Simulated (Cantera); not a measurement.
Charge: 1 mol CH3SiH3, 0.034 mol C2H2, 480 mol H2, equilibrated at 1000 Pa.

Equilibrium computed with Cantera from the NASA thermochemical tables; the gas is ideal and each condensed phase is pure. Candidate condensed phases: C, C6H6, C7H8, C8H18, Si, SiC; 87 gas species. The feed counts by its element totals alone. Gases not in the tables: Si2H6 and higher silanes. Rates play no part.

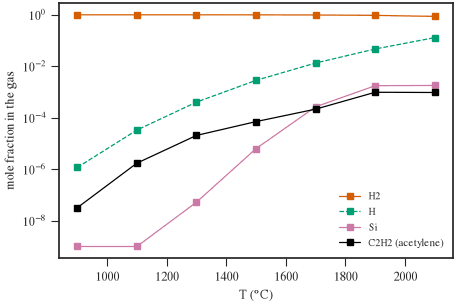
Figure. Equilibrium gas composition (values under 1e-9 drawn at 1e-9)

Read off the mole fractions at 2100 °C.

H2 about 0.87, H about 0.13, Si about 0.0018, C2H2 (acetylene) about 0.00096.
